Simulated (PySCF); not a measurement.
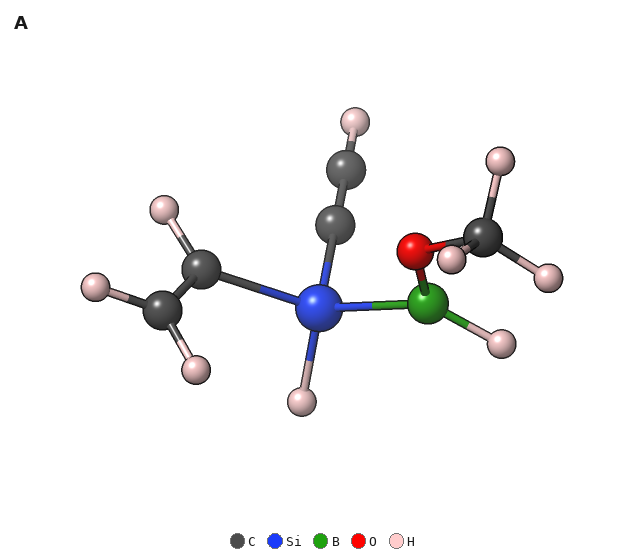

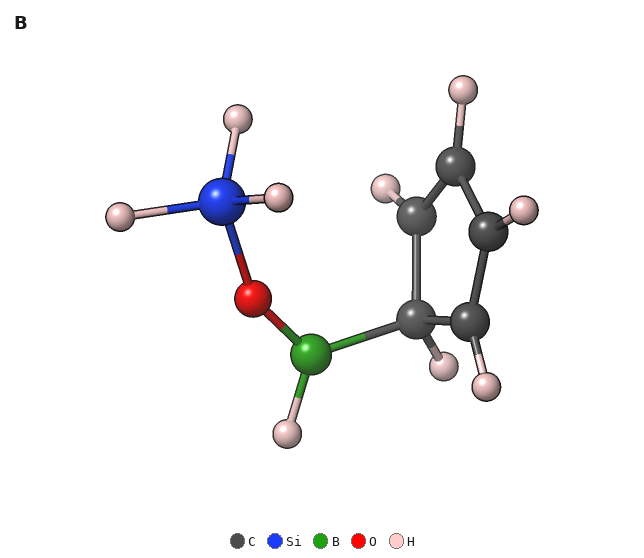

2 stationary structures of one formula. Geometries: GFN2-xTB. Electronic energies: PBE0/pcSseg-1 (PySCF 2.14.0), without zero-point energy. No frequency run is at hand to confirm each as a minimum. Each is one conformer, not always the lowest.

### Rank them by energy, lowest first.

B is lowest; A lies 65.1 kcal/mol above it. A is `C#C[Si@@H](BOC)C=C`, B is `[SiH3]OBC1C=CC=C1`.

The geometry is semi-empirical. Around B, Si such bond lengths and angles can be off by a tenth of an ångström or more and by several degrees, and values that hang on the shape move with them.
